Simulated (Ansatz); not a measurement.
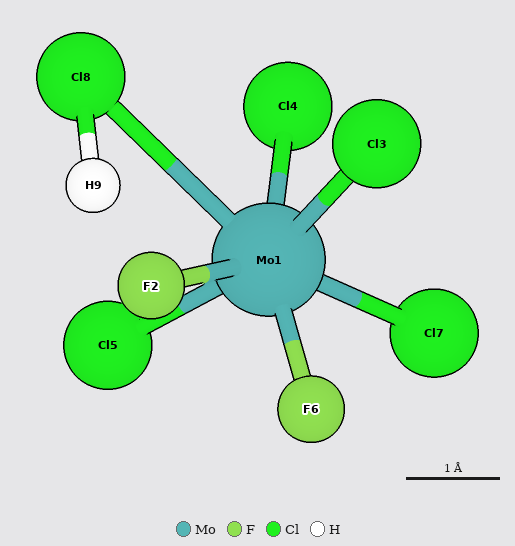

*The structure as given in the input (ball-and-stick view, seen at a tilt; atoms are numbered from 1 in the order of the input). Sticks mark near contacts.*

## Frequency calculation of MoHCl5F2

The run: frequency calculation of MoHCl5F2. Method and program: RKS PBE/def2-SVP (Ansatz 0.2.0).

It belongs to a series of runs on one base structure; here: vibrations at the highest image of the band. Figures and captions count atoms from 1; the log counts them from 0 in places.

Log
```
Engine: ansatz 0.2.0, aarch64-unknown-linux-gnu
Functional definition: PBE
  parameter kappa = 0.804
  parameter beta = 0.06672455060314922
  exchange = pbe_x(kappa = kappa, mu = beta*pi^2/3)
  correlation = pbe_c(beta = beta)
1632 factors; their error is unknown
mean field evaluation 1: about -69864.3921 eV, gradient 5.8e1 eV
mean field evaluation 2: about -69470.6503 eV, gradient 3.9e2 eV
mean field evaluation 4: about -69867.9039 eV, gradient 3.6e1 eV
mean field evaluation 8: about -69870.9307 eV, gradient 2.9e0 eV
mean field evaluation 16: about -69870.8662 eV, gradient 4.1e-2 eV
mean field evaluation 32: about -69870.5324 eV, gradient 8.8e0 eV
mean field -69870.86622561 eV, -2567.7069736169 hartree, gradient 3.6e-5 eV, S^2 0.000000; 3 other end points of the search recorded, 0 dependent functions left out
the calculation of the forces begins
reference -69870.86630103 eV, -2567.7069763885 hartree; 59, 59 occupied and 95, 95 virtual orbitals, 1632 factors
these checks for a lower state are left out or cut short: stability, starts, cluster_reference, orbital_swaps, neighbouring_geometries, increment
1632 factors; their error is unknown
mean field -69870.86611906 eV, -2567.7069697012 hartree, gradient 1.7e-6 eV, S^2 0.000000; 0 other end points of the search recorded, 0 dependent functions left out
[... from here on the field's lines of each further geometry are left out, up to the last ...]
the calculation of the forces begins
reference -69870.86626621 eV, -2567.7069751092 hartree; 59, 59 occupied and 95, 95 virtual orbitals, 1632 factors
these checks for a lower state are left out or cut short: stability, starts, cluster_reference, orbital_swaps, neighbouring_geometries, increment
1632 factors; their error is unknown
mean field -69870.86622640 eV, -2567.7069736459 hartree, gradient 1.7e-6 eV, S^2 0.000000; 0 other end points of the search recorded, 0 dependent functions left out
the calculation of the forces begins
reference -69870.86630182 eV, -2567.7069764177 hartree; 59, 59 occupied and 95, 95 virtual orbitals, 1632 factors
WARN: phonons: modes at or below zero, which the zero-point energy, F, S and C_V leave out: 1, the lowest at -255.36 cm⁻¹. A minimum has none, and a first-order saddle one
Total energy: -69870.86630103 eV, -2567.7069763885 hartree
Atom 0 at     0.167915     0.151101    -0.133754 Å, force    -0.007205     0.002711    -0.017856 eV/Å
Atom 1 at     0.495441    -0.429883     1.848240 Å, force     0.002571    -0.015408     0.014828 eV/Å
Atom 2 at     2.441517    -0.017984    -0.246949 Å, force    -0.006335     0.004217     0.001631 eV/Å
Atom 3 at     0.216968     2.194512    -1.248847 Å, force     0.008467    -0.003582     0.005428 eV/Å
Atom 4 at    -1.927831     0.605852     0.649330 Å, force     0.000259    -0.000083     0.002867 eV/Å
Atom 5 at    -0.092923    -1.693177    -0.036413 Å, force     0.004922     0.003432    -0.003101 eV/Å
Atom 6 at    -0.346600    -0.486892    -2.324045 Å, force    -0.001870    -0.003068     0.003256 eV/Å
Atom 7 at     0.866345     2.141686     1.863956 Å, force     0.003583     0.013106     0.000063 eV/Å
Atom 8 at     0.748067     0.750985     2.242480 Å, force    -0.004392    -0.001323    -0.007116 eV/Å
Dipole moment:     0.014894     0.122257    -0.029838 e Å
Vibrations: -255.36 42.34 91.34 108.92 127.84 153.71 172.83 186.70 215.30 234.30 250.12 291.30 346.15 363.03 382.24 401.20 489.95 631.44 757.39 880.03 1481.91 cm⁻¹, zero-point energy 0.471641 eV
```

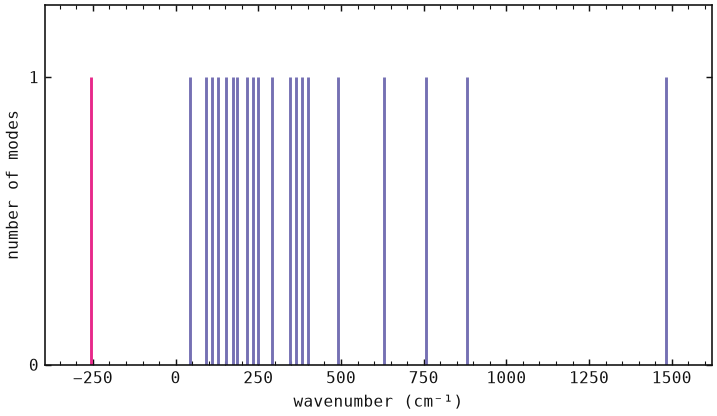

*Harmonic vibrational wavenumbers from the force constants; neighbouring modes closer than 8 cm⁻¹ are counted in one stick, and imaginary ones are drawn at negative wavenumbers.*

21 modes from 255i to 1482 cm⁻¹, 1 imaginary beyond 8i (255i cm⁻¹): a first-order saddle point, if the geometry is stationary.

The run was set up as follows.

Input file
```yaml
crystal:
  periodic: [false, false, false]
  atoms:
    - { symbol: Mo, position_ang: [0.167915, 0.151101, -0.133754] }
    - { symbol: F, position_ang: [0.495441, -0.429883, 1.84824] }
    - { symbol: Cl, position_ang: [2.441517, -0.017984, -0.246949] }
    - { symbol: Cl, position_ang: [0.216968, 2.194512, -1.248847] }
    - { symbol: Cl, position_ang: [-1.927831, 0.605852, 0.64933] }
    - { symbol: F, position_ang: [-0.092923, -1.693177, -0.036413] }
    - { symbol: Cl, position_ang: [-0.3466, -0.486892, -2.324045] }
    - { symbol: Cl, position_ang: [0.866345, 2.141686, 1.863956] }
    - { symbol: H, position_ang: [0.748067, 0.750985, 2.24248] }
basis:
  gaussian: { orbitals: def2-SVP }
hamiltonian:
  xc: pbe
phonons: {}
```

Launched with:
```bash
ansatz run input.yaml --threads 4 --pin off --max-ram 5120MiB --backend cpu --events-out ev --progress --plain --runs-dir out
```

Results in brief

- outcome: converged
- total energy: −69870.8663 eV
- mean-field energy: −69870.8663 eV
- largest force (length of the vector): 0.022 eV/Å
- hardware: 4 threads of Arm Neoverse V1, 24 GiB of memory available, shared host
- wall time: 1.8 min (CPU time 6.8 min)
- peak memory: 0.28 GiB

Remarks

The run takes a singlet; with an open-shell metal another spin state may lie lower.
